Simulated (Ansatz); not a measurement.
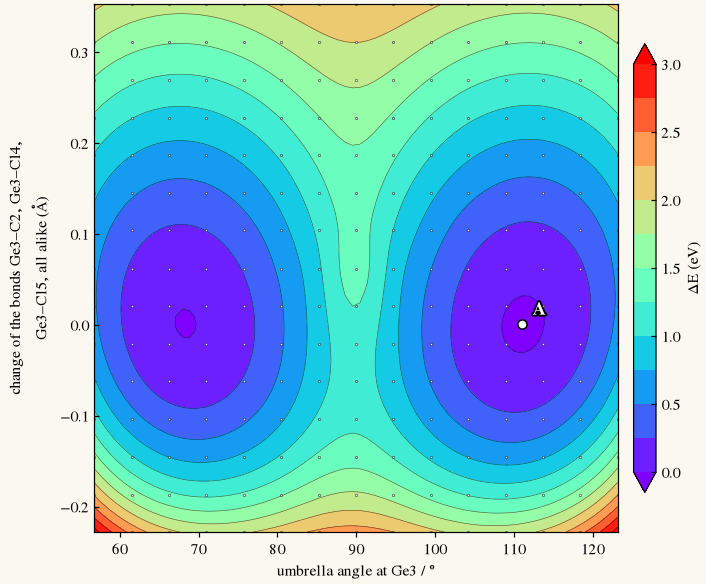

CCl₂GeN, SMILES N#[C][Ge]([Cl])[Cl], spin multiplicity 2. The first coordinate is: umbrella angle at Ge3 (between each of its bonds and their common axis; 90 is planar); the second: change of the bonds Ge3–C2, Ge3–Cl4, Ge3–Cl5, all alike. Nothing is relaxed (all other coordinates rigid). The scan uses a 15 × 15 grid. Points are written as (first, second). Energies are in eV, from the lowest grid point. Computed with UKS PBE0-D4/def2-SVP in Ansatz.

The picture shows filled contours, dots at the grid points, one colour for all values above the top of the scale, the point A. Between grid points the surface is interpolated.

What is the easiest way out of the well at A, and how high is the barrier?

Answer. The easiest path leads from the well at about (111°, 0.00 Å) to the well at about (68°, 0.00 Å), about 0.019 eV higher. Its highest point lies about 1.1 eV above the bottom of the first well on the interpolated surface, at about (90°, −0.05 Å). The start is the relaxed structure and all else is held, so a fully relaxed path at this level can only be lower.

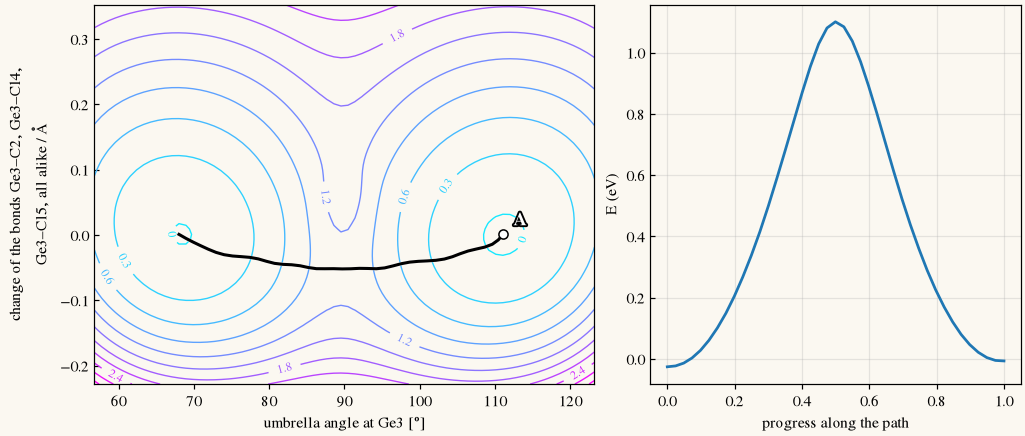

The picture shows contour lines labelled in eV (none above 3), a line along the lowest path, the energy along the path at the right. Between grid points the surface is interpolated.
